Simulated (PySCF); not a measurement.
Dissociation curve of AuH, singlet.

- UHF/def2-TZVP, def2 effective core potentials past Kr (PySCF)
- UKS-B3LYP/LANL2DZ = unrestricted B3LYP/LANL2DZ, with its core potentials past Ne (PySCF 2.14.0)
- UCCSD = CCSD on UHF/def2-TZVP, def2 effective core potentials past Kr run with PySCF

Energies are in kJ/mol, each relative to the lowest point of its own curve near equilibrium.

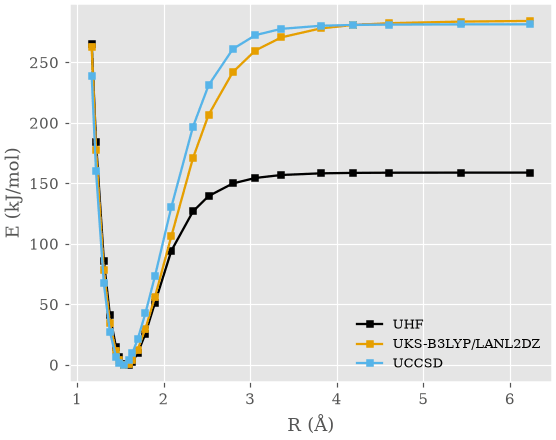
Fig. 1. Energy against bond length for each method.

```tsv
R / Å	UHF	UKS-B3LYP/LANL2DZ	UCCSD
1.17	265.2	262.5	238.9
1.22	184.0	177.5	159.8
1.31	86.1	78.3	67.2
1.38	41.0	34.8	27.3
1.45	14.7	11.1	6.7
1.49	6.2	4.0	1.4
1.54	0.6	0.0	0.0
1.60	0.0	0.9	4.1
1.64	2.5	4.3	9.6
1.70	9.5	12.4	20.9
1.79	25.6	29.7	42.5
1.90	51.1	55.9	73.0
2.09	94.3	106.3	130.4
2.34	126.8	170.9	196.8
2.52	139.4	206.6	231.1
2.80	149.9	241.9	261.0
3.06	154.4	259.8	272.5
3.36	156.8	270.6	277.7
3.82	158.2	278.1	280.2
4.19	158.6	280.8	280.9
4.60	158.7	282.3	281.2
5.44	158.8	283.7	281.4
6.23	158.8	284.2	281.4
```

At the longest distance, 6.23 Å, UKS-B3LYP/LANL2DZ lies highest above its minimum (284.2 kJ/mol) and UHF lowest (158.8 kJ/mol).

The unrestricted determinant behind UHF, UCCSD is spin-contaminated at 2.09 to 6.23 Å (<S²> up to 1.0, against 0.00 for a pure singlet). The unrestricted determinant behind UKS-B3LYP/LANL2DZ is spin-contaminated at 2.34 to 6.23 Å (<S²> up to 1.0, against 0.00 for a pure singlet).
